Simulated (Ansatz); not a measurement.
Converging the k-point mesh at a smearing width of 0.05 eV: Fe (Im-3m, 1 atom in the cell)

```yaml
crystal:
  lattice:
    - [-1.43070, 1.43070, 1.43070]
    - [1.43070, -1.43070, 1.43070]
    - [1.43070, 1.43070, -1.43070]
  atoms:
    - { symbol: Fe, position: [0.00000, 0.00000, 0.00000], spin: 2.5 }
```
(The spins are starting values, not results.)

Computed with PBE (plane waves, PAW; Ansatz, a quantum-chemistry and plane-wave program).

Base settings: basis.ecutwfc = 420 eV; kpoints.mp_grid.grid = 16 16 16; hamiltonian.xc = pbe; hamiltonian.pseudopotentials = {kind: paw} (the program's default PAW files); magnetization.spin_polarized = true; scf.occupations.method = gaussian; scf.occupations.width = 0.1 eV.

In this ladder: scf.occupations.width = 0.05 eV.

The second cell is the first with its lattice scaled by 0.98.

Only quantities that move along the ladder and can be compared are tabulated.

The count of work is k-points × plane waves × bands × iterations; it is no time. 

The starting cell has typed, rounded lattice constants, without a prior relaxation at this level. Its lattice was rescaled by up to half a per cent. With one magnetic atom in the cell only a parallel order is possible. In the base run, with a pressure of about -5 GPa the cell is away from its equilibrium volume at this level. Ansatz's pressure includes its estimate of the finite-basis (Pulay) stress.

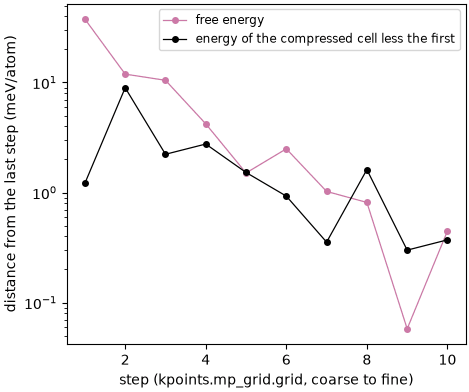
Figure: Distance from the last step along the ladder; very small values are drawn at a floor.

| kpoints.mp_grid.grid | free energy less the last step's (meV/atom) | energy of the compressed cell less the first (meV/atom) | pressure (GPa) | net moment (μB/atom) | count of work / last |
|---|---|---|---|---|---|
| 6 6 6 | -37.68 | 0.16 | -6.36 | 2.222 | 0.011 |
| 7 7 7 | -11.91 | 7.90 | -4.32 | 2.319 | 0.014 |
| 8 8 8 | 10.47 | 1.17 | -2.66 | 2.352 | 0.020 |
| 10 10 10 | -4.21 | -3.81 | -7.03 | 2.142 | 0.033 |
| 12 12 12 | -1.51 | -2.57 | -4.86 | 2.251 | 0.045 |
| 14 14 14 | -2.50 | -0.12 | -6.03 | 2.212 | 0.072 |
| 18 18 18 | -1.02 | -1.41 | -6.38 | 2.180 | 0.12 |
| 21 21 21 | 0.81 | -2.67 | -5.78 | 2.209 | 0.18 |
| 26 26 26 | -0.06 | -1.35 | -5.94 | 2.203 | 0.32 |
| 31 31 31 | -0.45 | -0.68 | -5.81 | 2.210 | 0.51 |
| 38 38 38 | 0.00 | -1.05 | -5.76 | 2.212 | 1.0 |

Coarsest kpoints.mp_grid.grid that holds the energy of the compressed cell less the first within 1 meV/atom of the last step, with all finer ones: 26 26 26, at 0.32 of the last step's count of work; the step before is off by 1.6 meV/atom.

Coarsest kpoints.mp_grid.grid that holds the pressure within 0.2 GPa of the last step, with all finer ones: 21 21 21, at 0.18 of the last step's count of work; the step before is off by 0.62 GPa.

Coarsest kpoints.mp_grid.grid that holds the free energy within 2 meV/atom of the last step, with all finer ones: 18 18 18, at 0.12 of the last step's count of work; the step before is off by 2.5 meV/atom.

Keys are those of Ansatz 0.2.
